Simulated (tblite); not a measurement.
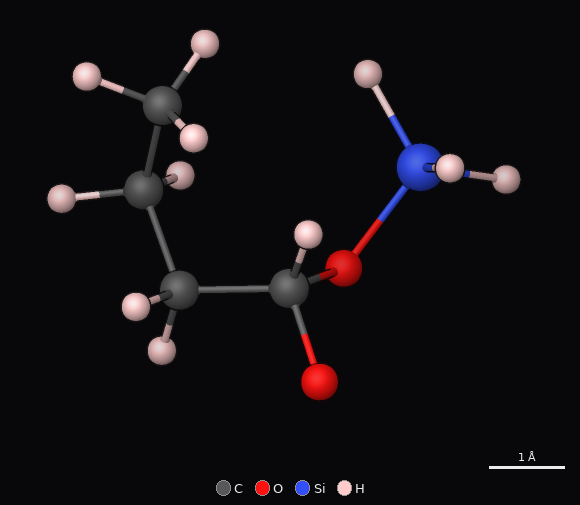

This is the input geometry for a relaxation of C4H11O2Si (multiplicity 2). A ball-and-stick model, seen face on.

Computed with GFN2-xTB geometry optimisation, gas phase (tblite 0.8.0).

```xyz
18

C    -1.5324    0.8625   -0.4422
C    -1.3427   -0.6273   -0.3439
C    -0.6362   -1.0488    0.9479
C     0.7244   -0.4119    1.0601
O     1.3444   -0.8180    2.2662
O     1.5402   -0.7908   -0.0025
Si    2.1527    0.5950   -0.8208
H    -1.1672    1.3109    0.5126
H    -1.1246    1.3168   -1.3446
H    -2.6423    1.0144   -0.4617
H    -0.7681   -1.0070   -1.2091
H    -2.3439   -1.1373   -0.3183
H    -0.5536   -2.1417    1.0160
H    -1.2863   -0.7518    1.8031
H     0.6656    0.6931    1.1268
H     1.2075    1.0873   -1.8161
H     2.3150    1.6547    0.1954
H     3.4388    0.2061   -1.4298
```

> What does the optimiser find from here?

After 226 geometry steps the energy has fallen by 1.263 eV. H16 moves most after the best rigid fit: 3.27 Å. Largest moves by element: H 3.27 Å, O 1.30 Å, Si 1.00 Å, C 0.90 Å. Among the contacts that change: O5–Si7 3.490 → 2.672 Å, C4–O5 1.416 → 1.282 Å, C3–C4 1.506 → 1.594 Å, O6–Si7 1.722 → 1.644 Å. Among the angles between lasting bonds that change: C3–C4–H15 112.2° → 101.7°, O6–Si7–H18 107.1° → 97.5°, O5–C4–H15 104.9° → 112.8°. Groups turn about C4–O6 by about 125°, C1–C2 by about 65°, O6–Si7 by about 25°. Cost: 1.6 s on 1 thread of Arm Neoverse V1 (shared host).

The structure at the end:

```xyz
18

C    -2.3864    0.6311   -0.2790
C    -1.4489   -0.5538   -0.4601
C    -0.4969   -0.7529    0.7014
C     0.6308    0.3722    0.7671
O     1.3863    0.2128    1.7909
O     1.2837    0.4041   -0.4488
Si    2.8888    0.0494   -0.4130
H    -1.8265    1.5646   -0.2616
H    -3.0940    0.6816   -1.1032
H    -2.9436    0.5436    0.6513
H    -0.8745   -0.4349   -1.3805
H    -2.0426   -1.4689   -0.5514
H     0.0624   -1.6832    0.6013
H    -1.0088   -0.7367    1.6625
H     0.0150    1.3069    0.8240
H     3.6303    1.0293    0.3720
H     3.0804   -1.3015    0.1137
H     3.1358    0.1424   -1.8476
```

After the run, drawn alike:

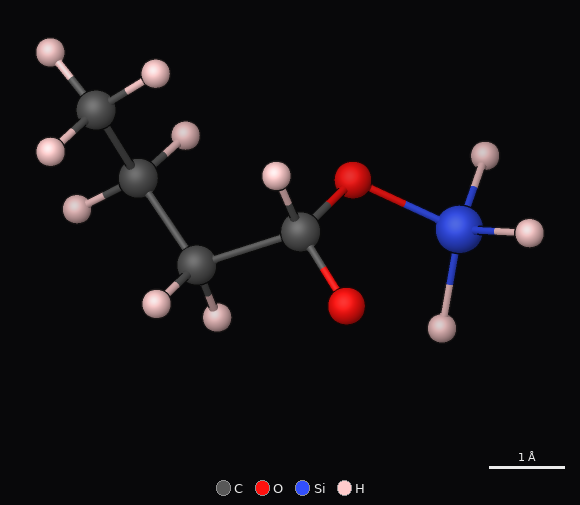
